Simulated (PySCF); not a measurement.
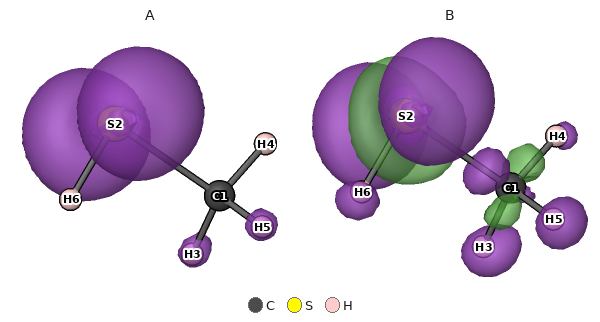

Figure 1: CH4S, SMILES `CS`. The Fukui function f⁻ from two separate SCF calculations and the density of the HOMO, at ±0.05 e/Å³ (purple positive, green negative).

Level of theory: B3LYP/6-311+G** (PySCF), at a geometry from GFN2-xTB. No frequency check shows the geometry to be a minimum. GFN2-xTB bond lengths at metals and heavier atoms can be off by up to 0.1 Å and shapes distorted, which carries into these values.

The calculation's input:

```python
import numpy as np
from pyscf import gto, scf, dft
from pyscf.scf import atom_ks, atom_hf
from scipy.linalg import block_diag

def solve(mol, dm0=None, hcore=None):
    mf = (dft.UKS if mol.spin else dft.RKS)(mol, xc='b3lyp')
    mf.grids.level = 3
    mf = mf.density_fit(auxbasis='def2-universal-jkfit')
    mf.conv_tol, mf.max_cycle = 1e-8, 80
    if hcore is not None:
        mf.get_hcore = lambda *args: hcore
    mf.kernel(dm0)
    if not mf.converged:
        mf = mf.newton().run(mf.mo_coeff, mf.mo_occ, max_cycle=30)
    assert mf.converged, 'SCF not converged'
    return mf

mol = gto.M(atom='''
C      1.15753    -0.01618     0.00003
S     -0.66109     0.08617    -0.00001
H      1.49499    -0.53248    -0.89345
H      1.52098     1.00629    -0.00250
H      1.49525    -0.52807     0.89574
H     -0.87904    -1.22735     0.00016
''', basis='6-311+g**', charge=0, spin=0, verbose=4)
mf = solve(mol)
out = dict(e0=mf.e_tot, dm0=mf.make_rdm1(), c=mf.mo_coeff, occ=mf.mo_occ, eps=mf.mo_energy)
for name, dq, spin in [('cation', 1, 1), ('anion', -1, 1)]:
    ion = mol.copy().set(charge=mol.charge + dq, spin=spin).build()
    mi = solve(ion)
    if spin and dq > 0 and mol.nao < 130:
        c, _, stable, _ = mi.stability(return_status=True)
        if not stable:
            mi = solve(ion, mi.make_rdm1(c, mi.mo_occ))
    print(name, 'vertical energy change / eV', (mi.e_tot - mf.e_tot) * 27.211386)
    out.update({'e_' + name: mi.e_tot, 'dm_' + name: mi.make_rdm1(), 's2_' + name: mi.spin_square()[0], 'eps_' + name: mi.mo_energy, 'occ_' + name: mi.mo_occ})
# spherically averaged free atoms, for the promolecule
atm = atom_ks.get_atm_nrks(mol, xc='b3lyp')
pro = block_diag(*[(atm[a[0]][2] * atm[a[0]][3]) @ atm[a[0]][2].T for a in mol._atom])
np.savez('result.npz', pro=pro, **out)
```

Run with:

```sh
OMP_NUM_THREADS=1 python input.py
```

The run took 83 s on 1 thread of Intel(R) Xeon(R) Platinum 8375C CPU @ 2.90GHz (Ice Lake), on a shared host, peak memory 0.41 GiB.

Partitions, critical points and surface values were worked out afterwards from this run's density.

Q: Which panel is which, and how good is the frozen-orbital picture?

A: B is f⁻ (it has negative regions), A the HOMO density. The HOMO lies on S2 (83 %) and C1 (6 %); f⁻ (Hirshfeld-condensed) is largest on S2 (0.63); the vertical ionisation energy is 9.43 eV. Relaxation shifts 20 % of the electron between atoms. The orbital energy is −6.58 eV.
